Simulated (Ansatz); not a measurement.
## Moving the knobs of a GW run on H4C2SeSO2 (Pc)

A base run on H4C2SeSO2 (Pc), then changed inputs.

Program: Ansatz 0.2.0. Level of theory: G0W0 on PBE, plane waves, PAW; PAW set soft_1. Results are calculated unless marked as measured.

**1. The structure**

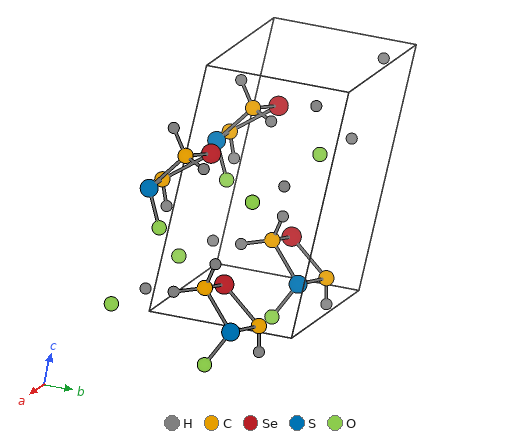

The starting structure, seen from a free direction (hydrogen grey, carbon orange, selenium red, sulfur blue, oxygen green). 2×1×1 cells are drawn. Bonds to atoms that aren't drawn are left out. Some periodic images of atoms are drawn too.

Geometry: measured cell, ions relaxed with PBE. The runs that relaxed it are not among those shown.

**2. The base run: 2×2×2 mesh, 507 empty bands, screening to 96 eV, PAW set soft_1 files**

G0W0 replaces the xc potential by the self-energy, built once from these orbitals. Only a window of levels is corrected, while the sums run over the empty bands that the input names. This step takes PAW set soft_1 files.

Input file input.yaml:

```yaml
crystal:
  lattice:
    - [5.6201, 0.0, 0.0]
    - [0.0, 5.429, 0.0]
    - [-4.1064155037, 0.0, 7.782155437]
  atoms:
    - { symbol: H, position: [0.9903275064, 0.7473635647, 0.4660418871] }
    - { symbol: H, position: [0.9903275064, 0.2526364353, 0.9660418871] }
    - { symbol: H, position: [0.9526666536, 0.4949916995, 0.3188623577] }
    - { symbol: H, position: [0.9526666536, 0.5050083005, 0.8188623577] }
    - { symbol: H, position: [0.3242621606, 0.9254302466, -0.0008390993] }
    - { symbol: H, position: [0.3242621606, 0.0745697534, 0.4991609007] }
    - { symbol: H, position: [0.4578783155, 0.1133202744, 0.1941292844] }
    - { symbol: H, position: [0.4578783155, 0.8866797256, 0.6941292844] }
    - { symbol: C, position: [0.8719629278, 0.6686019466, 0.3380623345] }
    - { symbol: C, position: [0.8719629278, 0.3313980534, 0.8380623345] }
    - { symbol: C, position: [0.4713629967, 0.9401030733, 0.1349322238] }
    - { symbol: C, position: [0.4713629967, 0.0598969267, 0.6349322238] }
    - { symbol: Se, position: [0.4847737869, 0.6468803937, 0.274117174] }
    - { symbol: Se, position: [0.4847737869, 0.3531196063, 0.774117174] }
    - { symbol: S, position: [0.8080090367, 0.8871242417, 0.1698405285] }
    - { symbol: S, position: [0.8080090367, 0.1128757583, 0.6698405285] }
    - { symbol: O, position: [0.9794800703, 0.1049310127, 0.2322299963] }
    - { symbol: O, position: [0.9794800703, 0.8950689873, 0.7322299963] }
    - { symbol: O, position: [0.8018265455, 0.7599013105, 0.0217933131] }
    - { symbol: O, position: [0.8018265455, 0.2400986895, 0.5217933131] }
kpoints:
  mp_grid: { grid: [2, 2, 2] }
hamiltonian:
  xc: pbe
  pseudopotentials: { kind: paw, azcp: { folder: soft_1 } }
scf:
  occupations: { method: fixed }
gw:
  n_empty_bands: 507
  ecut_chi: 96
  qp_bands: [v4, c4]
  qp_kpoints: band_edges
  screening: { model: contour_deformation }
```

Launch:

```bash
$ ansatz run input.yaml --threads 2 --pin off --max-ram 92160MiB --backend cuda --events-out ev --progress --plain --runs-dir out --devices 1 --max-vram 13GiB
```

Numbers of over 12 decimals in the logs are rounded to 6 here.

What it wrote:

```text
GPUs: using 1 of 1 available (devices: 1).
Engine: ansatz 0.2.0, x86_64-unknown-linux-gnu
Pseudopotentials: kind: paw
Pseudopotential: H, paw, valence charge 1, recommended cutoff 420 eV (normal), soft_1/H.paw.azcp
Pseudopotential: C, paw, valence charge 4, recommended cutoff 420 eV (normal), soft_1/C.paw.azcp
Pseudopotential: Se, paw, valence charge 16, recommended cutoff 420 eV (normal), soft_1/Se.paw.azcp
Pseudopotential: S, paw, valence charge 6, recommended cutoff 420 eV (normal), soft_1/S.paw.azcp
Pseudopotential: O, paw, valence charge 6, recommended cutoff 420 eV (normal), soft_1/O.paw.azcp
Functional definition: PBE
  parameter kappa = 0.804
  parameter beta = 0.066725
  exchange = pbe_x(kappa = kappa, mu = beta*pi^2/3)
  correlation = pbe_c(beta = beta)
device memory: the entry about to start is reckoned to put 3.0 GiB on a device that reports 43.2 GiB free (of which the cap on the GPU budget leaves the run 13.0 GiB)
GPU FFT provider: cuFFT
GPU libraries: cuBLAS 13.8.2, cuFFT 12.4.0, cuSOLVER 12.3.4
Crystal: 20 atoms, lattice volume = 237.445 Å³
Basis set: ecut = 420 eV, 4629 PW (Γ)
Bands: 66, of which v1, the nominal top of the filled ones, is band 46 counted from 1 (45 counted from 0)
Symmetry: 2 space group operations
Space group: Pc (ITA 7), of the structure as read, at distance tolerance 6.2e-5 Å
k-points: 8
Non-local potential: H, projectors of the file, l = 0: 2, l = 1: 1
Non-local potential: C, projectors of the file, l = 0: 2, l = 1: 2, l = 2: 1
Non-local potential: Se, projectors of the file, l = 0: 2, l = 1: 2, l = 2: 3, l = 3: 1
Non-local potential: S, projectors of the file, l = 0: 2, l = 1: 2, l = 2: 1
Non-local potential: O, projectors of the file, l = 0: 2, l = 1: 2, l = 2: 1
PAW form: soft (Blöchl's): semilocal exchange-correlation on the pseudo side does not see the compensation charge
PAW one-centre angular grid: H, 110 points (default); XC on 64 Gauss nodes
PAW one-centre angular grid: C, 110 points (default); XC on 64 Gauss nodes
PAW one-centre angular grid: Se, 590 points (default); XC on 64 Gauss nodes
PAW one-centre angular grid: S, 110 points (default); XC on 64 Gauss nodes
PAW one-centre angular grid: O, 110 points (default); XC on 64 Gauss nodes
Initial density: superposition of atomic densities (chi_scale 0.1, normalization cell, long waves kept (reshape's long-wave potential 0.22 eV rms))
Initial wavefunctions: pseudopotential atomic-orbital guess
GPU buffer pool allocated for 96000 grid points (all kernels)
GPU transforms: local potential and band sums: pruned to the plane-wave sphere, on 40×40×60
Functional: x = pbe(κ = 0.804, μ = 0.219515), c = pbe(β = 0.066725)
[...]
NSCF: frozen V_eff on 1 k-points
SCF converged after 11 iterations
Free energy (F): -16138.390938 eV
Harris-Foulkes:  -16138.390938 eV  (|F-HF|=2.31e-8)
Internal energy: -16138.390938 eV  (E = F + TS)
E sigma→0 (E₀):  -16138.390938 eV
Fermi energy:    2.917743 eV
--- Per-component energies (eV) ---
  E_band       = -1248.163237
  E_kinetic    = 1584.669784
  E_local      = -9795.628375  (includes V_loc(G=0)·N_el)
  E_nonlocal   = -334.325845
  E_hartree    = 4470.205201
  E_xc         = -894.432542
  E_vxc        = -1035.977483  (∫ρ·V_xc dr)
  E_paw        = -6533.562895  (= ΣΔE_a)
  E_vpaw       = -607.310377  (= ΣTr[D̂ρ^β])
  E_aug_tail   = -0.006011  (compensation charges beyond the density's cutoff)
  E_ewald      = -4635.310255
  E_smearing   = -0.000000  (= −TS)
  E_closure    = 0.000000  (closes the sum)
  Σ components = -16138.390938   (vs F -16138.390938, Δ=0.00e0)
--- Band table (eV; the first three rows and the last of 8) ---
  k-point 0: bands = [... 42 lower, 0.8868, 0.9323, 2.3033, 2.3569, 6.5975, 6.8587, 7.4029, 7.4804, ... 16 higher]
  k-point 1: bands = [... 42 lower, 0.8787, 0.8787, 2.3663, 2.3663, 6.6046, 6.6046, 7.4375, 7.4375, ... 16 higher]
  k-point 2: bands = [... 42 lower, 0.7958, 0.9002, 2.5701, 2.8569, 6.2718, 6.5893, 7.4975, 7.5640, ... 16 higher]
  k-point 7: bands = [... 42 lower, 0.7047, 0.7047, 2.6617, 2.6617, 6.1313, 6.1313, 6.8651, 6.8651, ... 16 higher]
--- G₀W₀: contour deformation, 6 samples at zero and on the imaginary axis and 1 off it, 8 q-points, 507 empty bands' worth ---
  eigenvalues of the whole cell's RPA ε∞ on this k-mesh (on a slab, of 1 + 4πα/V) = 2.6588, 2.8699, 3.1575; static W/v taken at q = 0 is 0.340792
  bands read: the sum over 553 bands ends inside a degenerate multiplet in 4 slots, whose members it reads at an even weight; the widest, k=1: bands 553 to 554 (counted from 1) at 1/2 each
  gw.qp_kpoints: band_edges: 8 of 8 stored k-points solved, in 1 pass; an edge of the gap read off the rows below is read off those points alone
    ik  band        ε_KS         Σx   Σc(E_QP)       V_xc       Z   E_QP_lin       E_QP  E_QP is
     0    43      0.8868   -22.8926     3.3548   -18.4631  0.7804    -0.2035    -0.1879  root
     0    44      0.9323   -23.5950     3.5619   -18.9455  0.7777    -0.1717    -0.1553  root
     0    45      2.3033   -17.3965     2.1204   -13.7594  0.7983     0.7495     0.7866  root
     0    46      2.3569   -17.4727     2.0891   -13.8776  0.7980     0.8141     0.8508  root
     0    47      6.5975    -9.3930    -3.7220   -14.4377  0.8087     7.9411     7.9202  root
     0    48      6.8587    -9.6207    -3.8685   -14.8854  0.8038     8.2807     8.2549  root
     0    49      7.4029    -8.5561    -4.1962   -14.1656  0.8110     8.8437     8.8162  root
     0    50      7.4804    -8.4923    -4.2402   -14.1439  0.8102     8.9225     8.8919  root
[...]
7    47      6.1313    -9.1997    -3.5480   -14.0122  0.8136     7.4131     7.3959  root
     7    48      6.1313    -9.1997    -3.5480   -14.0122  0.8136     7.4131     7.3959  root
     7    49      6.8651    -9.0044    -3.9081   -14.2640  0.8112     8.2391     8.2166  root
     7    50      6.8651    -9.0044    -3.9081   -14.2640  0.8112     8.2391     8.2166  root
```

Elapsed: 20 s, on 1 × NVIDIA H100 80GB HBM3 (shared by 6 runs) with 2 threads of AMD EPYC 7R13 (Zen 3), shared host; peak memory 1.8 GiB.

In the SCF lines HF is the Harris–Foulkes energy and dr2 the Hartree energy of the density residual, in eV; the loop may stop once dr2 is under the threshold and the program's other checks hold. Hψ counts applications of the Hamiltonian.

Numbers from this step:

* bands summed: 553
* RPA ε∞ on this mesh (eigenvalues): 2.659, 2.870, 3.158
* plane waves in the screening matrix: 513
* q-points in the mesh: 8
* G0W0 gap on the mesh: 5.643 eV
* k of the valence top: -0.5, -0.5, 0
* k of the conduction bottom: -0.5, 0, 0
* starting gap on the mesh: 2.986 eV
* Z at the valence top: 0.8021
* Z at the conduction bottom: 0.8153
* least direct G0W0 gap on the computed points: 5.915 eV

The gap on the mesh goes from 2.99 eV to 5.64 eV, a correction of +2.66 eV. Between the two edge states, bare exchange in place of the xc potential would open the gap by 8.12 eV, and correlation takes back 5.47 eV.

**3. Variant: accuracy level**

input.yaml: that of step 2 with these lines changed.

```diff
@@ -34,4 +34,4 @@
 gw:
-  n_empty_bands: 507
-  ecut_chi: 96
+  n_empty_bands: 539
+  ecut_chi: 100
   qp_bands: [v4, c4]
@@ -39 +39,2 @@
   screening: { model: contour_deformation }
+accuracy: low
```

What it wrote:

```text
settings of this run that can trade accuracy for cost: accuracy: low. Do not mix this run's numbers with those of runs without the same settings; the input reference describes each key
GPUs: using 1 of 1 available (devices: 1).
[...]
GPU FFT provider: cuFFT
GPU libraries: cuBLAS 13.8.2, cuFFT 12.4.0, cuSOLVER 12.3.4
Crystal: 20 atoms, lattice volume = 237.445 Å³
Basis set: ecut = 420 eV, 4629 PW (Γ)
Bands: 66, of which v1, the nominal top of the filled ones, is band 46 counted from 1 (45 counted from 0)
[... 1 set-up line as in the run before ...]
[...]
k-points: 8
[...]
GPU buffer pool allocated for 96000 grid points (all kernels)
[...]
SCF iter   1: F=—  HF=-16149.951552 eV  |F-HF|=—  |Δ(HF+E_count)|=         —  Δρ=1.12e-1  dr2=3.67e1  ethr=3.10e-3  ⟨swp⟩=4.5  Hψ=1955  notcnv=0  defer=141
[...]
SCF iter  11: F=-16138.390938 eV  HF=-16138.390938 eV  |F-HF|=2.31e-8  |Δ(HF+E_count)|=   4.62e-7  Δρ=2.24e-6  dr2=1.79e-8  ethr=1.09e-10  ⟨swp⟩=14.6  Hψ=3138  notcnv=0
SCF 1 converged in 11 iterations: F = -16138.390938 eV  dr2 = 1.79e-8
[...]
NSCF: frozen V_eff on 8 k-points
[...]
G₀W₀ screening: q 1/8
[... further progress lines ...]
[...]
SCF converged after 11 iterations
Free energy (F): -16138.390938 eV
[...]
Internal energy: -16138.390938 eV  (E = F + TS)
E sigma→0 (E₀):  -16138.390938 eV
Fermi energy:    2.917743 eV
[...]
--- Band table (eV; the first three rows and the last of 8) ---
  k-point 0: bands = [... 42 lower, 0.8868, 0.9323, 2.3033, 2.3569, 6.5975, 6.8587, 7.4029, 7.4804, ... 16 higher]
  k-point 1: bands = [... 42 lower, 0.8787, 0.8787, 2.3663, 2.3663, 6.6046, 6.6046, 7.4375, 7.4375, ... 16 higher]
  k-point 2: bands = [... 42 lower, 0.7958, 0.9002, 2.5701, 2.8569, 6.2718, 6.5893, 7.4975, 7.5640, ... 16 higher]
  k-point 7: bands = [... 42 lower, 0.7047, 0.7047, 2.6617, 2.6617, 6.1313, 6.1313, 6.8651, 6.8651, ... 16 higher]
[...]
0    43      0.8868   -22.8926     3.3334   -18.4631  0.7801    -0.2255    -0.2092  root
     0    44      0.9323   -23.5950     3.5412   -18.9455  0.7775    -0.1931    -0.1760  root
     0    45      2.3033   -17.3965     2.1023   -13.7594  0.7982     0.7301     0.7685  root
     0    46      2.3569   -17.4727     2.0711   -13.8776  0.7980     0.7948     0.8329  root
     0    47      6.5975    -9.3930    -3.7389   -14.4377  0.8086     7.9237     7.9033  root
     0    48      6.8587    -9.6207    -3.8867   -14.8854  0.8037     8.2618     8.2367  root
     0    49      7.4029    -8.5561    -4.2126   -14.1656  0.8108     8.8265     8.7998  root
     0    50      7.4804    -8.4923    -4.2568   -14.1439  0.8100     8.9046     8.8752  root
[...]
7    47      6.1313    -9.1997    -3.5625   -14.0122  0.8135     7.3983     7.3814  root
     7    48      6.1313    -9.1997    -3.5625   -14.0122  0.8135     7.3983     7.3814  root
     7    49      6.8651    -9.0044    -3.9257   -14.2640  0.8110     8.2208     8.1990  root
     7    50      6.8651    -9.0044    -3.9257   -14.2640  0.8110     8.2208     8.1990  root
```

Wall time 17 s (1 × NVIDIA H100 80GB HBM3 (shared by 6 runs) with 2 threads); peak memory 1.8 GiB; 20 s of CPU time.

The G0W0 gap on the mesh is 5.649 eV.

Against the base:

```tsv
setting	base	variant
empty bands	507	539
screening cutoff (eV)	96	100
accuracy	-	low
```

```tsv
quantity	variant	base
starting gap on the mesh	2.986	2.986
G0W0 gap on the mesh	5.649	5.643
least direct G0W0 gap on the computed points	5.921	5.915
Z at the valence top	0.802	0.802
Z at the conduction bottom	0.815	0.815
```

**4. Variant: plasmon pole at a typed frequency**

input.yaml: that of step 3 with these lines changed.

```diff
@@ -38,3 +38,3 @@
   qp_kpoints: band_edges
-  screening: { model: contour_deformation }
-accuracy: low
+  screening: { model: godby_needs }
+  plasmon_pole_fit_frequency: 10
```

What it wrote:

```text
GPUs: using 1 of 1 available (devices: 1).
[...]
GPU FFT provider: cuFFT
GPU libraries: cuBLAS 13.8.2, cuFFT 12.4.0, cuSOLVER 12.3.4
Crystal: 20 atoms, lattice volume = 237.445 Å³
Basis set: ecut = 420 eV, 4629 PW (Γ)
Bands: 66, of which v1, the nominal top of the filled ones, is band 46 counted from 1 (45 counted from 0)
[... 1 set-up line as in the run before ...]
[...]
k-points: 8
[...]
GPU buffer pool allocated for 96000 grid points (all kernels)
[...]
SCF iter   1: F=—  HF=-16149.951552 eV  |F-HF|=—  |Δ(HF+E_count)|=         —  Δρ=1.12e-1  dr2=3.67e1  ethr=3.10e-3  ⟨swp⟩=4.5  Hψ=1955  notcnv=0  defer=141
[...]
SCF iter  11: F=-16138.390938 eV  HF=-16138.390938 eV  |F-HF|=2.31e-8  |Δ(HF+E_count)|=   4.62e-7  Δρ=2.24e-6  dr2=1.79e-8  ethr=1.09e-10  ⟨swp⟩=14.6  Hψ=3138  notcnv=0
SCF 1 converged in 11 iterations: F = -16138.390938 eV  dr2 = 1.79e-8
[...]
G₀W₀ screening: q 1/8
[... further progress lines ...]
[...]
SCF converged after 11 iterations
Free energy (F): -16138.390938 eV
[...]
Internal energy: -16138.390938 eV  (E = F + TS)
E sigma→0 (E₀):  -16138.390938 eV
Fermi energy:    2.917743 eV
[...]
--- Band table (eV; the first three rows and the last of 8) ---
  k-point 0: bands = [... 42 lower, 0.8868, 0.9323, 2.3033, 2.3569, 6.5975, 6.8587, 7.4029, 7.4804, ... 16 higher]
  k-point 1: bands = [... 42 lower, 0.8787, 0.8787, 2.3663, 2.3663, 6.6046, 6.6046, 7.4375, 7.4375, ... 16 higher]
  k-point 2: bands = [... 42 lower, 0.7958, 0.9002, 2.5701, 2.8569, 6.2718, 6.5893, 7.4975, 7.5640, ... 16 higher]
  k-point 7: bands = [... 42 lower, 0.7047, 0.7047, 2.6617, 2.6617, 6.1313, 6.1313, 6.8651, 6.8651, ... 16 higher]
--- G₀W₀: ω_p = 10.0000 eV, 8 q-points, 539 empty bands' worth ---
[...]
GN-PPA: 613132/2299889 pairs with Re ω̃² < 0 across q-mesh
[...]
0    43      0.8868   -22.8926     3.4719   -18.4631  0.7777    -0.0785    -0.0708  root
     0    44      0.9323   -23.5950     3.6785   -18.9455  0.7750    -0.0469    -0.0388  root
     0    45      2.3033   -17.3965     2.2384   -13.7594  0.7988     0.8897     0.9046  root
     0    46      2.3569   -17.4727     2.2110   -13.8776  0.7982     0.9580     0.9727  root
     0    47      6.5975    -9.3930    -3.6221   -14.4377  0.8061     8.0339     8.0202  root
     0    48      6.8587    -9.6207    -3.7594   -14.8854  0.8022     8.3801     8.3640  root
     0    49      7.4029    -8.5561    -4.1008   -14.1656  0.8092     8.9282     8.9116  root
     0    50      7.4804    -8.4923    -4.1371   -14.1439  0.8091     9.0119     8.9948  root
[...]
7    47      6.1313    -9.1997    -3.4522   -14.0122  0.8102     7.5036     7.4917  root
     7    48      6.1313    -9.1997    -3.4522   -14.0122  0.8102     7.5036     7.4917  root
     7    49      6.8651    -9.0044    -3.8092   -14.2640  0.8086     8.3304     8.3156  root
     7    50      6.8651    -9.0044    -3.8092   -14.2640  0.8086     8.3304     8.3156  root
```

Wall time 25 s (1 × NVIDIA H100 80GB HBM3 (shared by 6 runs) with 2 threads); peak memory 1.9 GiB; 38 s of CPU time.

The G0W0 gap on the mesh is 5.597 eV.

Against the base:

```tsv
setting	base	variant
empty bands	507	539
screening cutoff (eV)	96	100
frequency model	contour deformation	plasmon pole
plasmon pole fit frequency	-	10
```

```tsv
quantity	variant	base
starting gap on the mesh	2.986	2.986
G0W0 gap on the mesh	5.597	5.643
least direct G0W0 gap on the computed points	5.872	5.915
Z at the valence top	0.800	0.802
Z at the conduction bottom	0.811	0.815
```

**5. What came out**

```
base                              : 5.64 eV, 20 s
accuracy level                    : 5.65 eV, 17 s
plasmon pole at a typed frequency : 5.60 eV, 25 s
```

What this shows: Accuracy level: the gap moves by +0.01 eV. The variant differs from the base in empty bands, screening cutoff and accuracy together, so the change can't be laid to one of them. Plasmon pole at a typed frequency: the gap moves by −0.05 eV. The variant differs from the base in empty bands, screening cutoff, frequency model and plasmon pole fit frequency together, so the change can't be laid to one of them. All runs here use a coarse mesh and modest cutoffs; they test settings and are not final values. The 2×2×2 mesh is coarse for this cell (its supercell is 11 Å along the shortest edge). The RPA ε∞ on it, from the PBE start, is 2.66, 2.87 and 3.16; such meshes misread the long-range screening, most where the gap is narrow. The many-body steps are scalar-relativistic: spin-orbit coupling is not in them.

[Paths, hosts, dates, memory and timing lines, banners, echoed tables and standing remarks are left out of the program output.]

[Logs are printed without paths, hosts, clocks, repeated set-up lines and the standing remarks that a program may print on its own settings, such as how far it seeks lower states.]

[Runs of the session that timed out or met a known fault of the program may be left out.]

[Cells called generated may have been cut or substituted from an entry of the Crystallography Open Database or the Materials Project.]

[Hosts, paths, dates, database ids (printed as entryN), source tags and the programs' standing remarks are cut or masked in the printed files.]
